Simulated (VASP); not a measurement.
Band structure of NbSi (relaxed from the zinc blende structure, space group F-43m). Computed with PBEsol GGA, VASP's PBE PAW potentials (set 64) (plane waves; VASP).

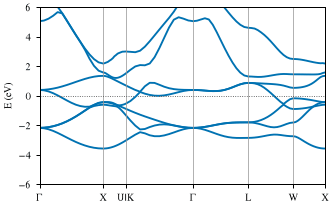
*Bands along high-symmetry lines, zero at the valence-band maximum or, without a gap, the Fermi level*

Problem. Read the plot: is there a gap, and where are the band edges?

Solution. It has no gap at this level: it comes out as a metal or semimetal. (Edges off the drawn lines would not show.)

The structure was generated: NbSi was put into the zinc blende type (F-43m), which need not be its known phase. It was relaxed first, which changed the volume by -28 %. The electron count is odd and the run is not spin-polarised, which forces a metal.
